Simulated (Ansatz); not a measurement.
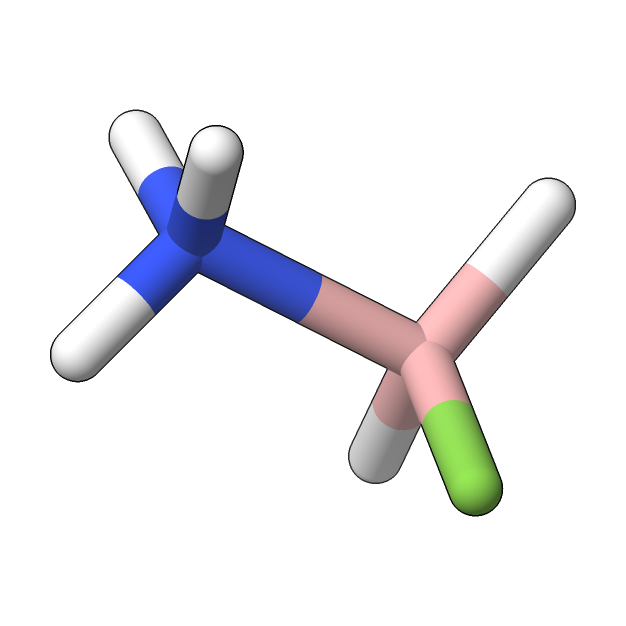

Every bond is drawn as one stick, whatever its order. Colours: boron pink, hydrogen white, fluorine green, nitrogen blue.

Describe the molecule.

The molecule is BFH₅N. This geometry has Cs symmetry. Coordination: 1 B tetrahedral; 1 N tetrahedral.

More results for the same structure follow; atom numbers are the same in all pictures, views and colours differ. The geometry was computed by an optimisation with PBE0-D4/def2-TZVP.

## Electronic properties

Level of theory: RKS PBE0-D4/def2-TZVP (Ansatz 0.2.0).

**What is the dipole moment?**

5.70 D.

**Give the harmonic zero-point energy at this level.**

169.5 kJ/mol.

**Give the dispersion correction at this level.**

−6.4 kJ/mol.

## Vibrations

Harmonic vibrations computed with RKS PBE0-D4/def2-TZVP (Ansatz 0.2.0) at a stationary point of the same level.

**List the wavenumbers.**

18 modes: 189, 327, 621, 638, 817, 997, 1036, 1070, 1192, 1252, 1313, 1645, 1660, 2441, 2474, 3476, 3586, 3603 cm⁻¹.

## Charges

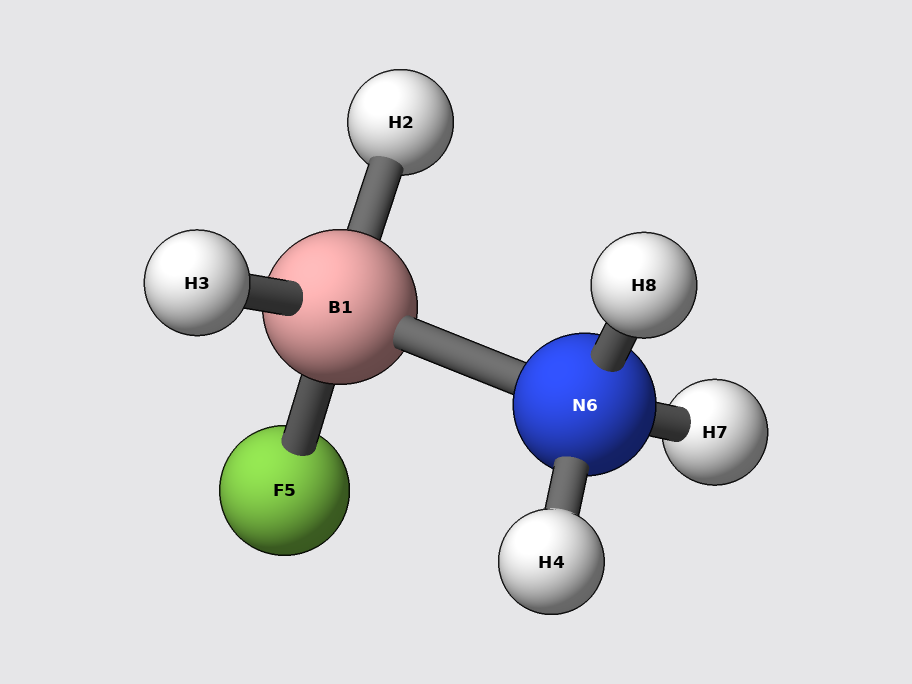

The questions are on Mulliken charges. Level of theory: RKS PBE0-D4/def2-TZVP (Ansatz 0.2.0).

Give the Mulliken charges atom by atom.

```csv
atom,value (e)
B1,0.06
H2,−0.07
H3,−0.07
H4,0.28
F5,−0.35
N6,−0.42
H7,0.28
H8,0.28
```

Mulliken values depend strongly on the basis set and can even reverse the polarity of a bond.
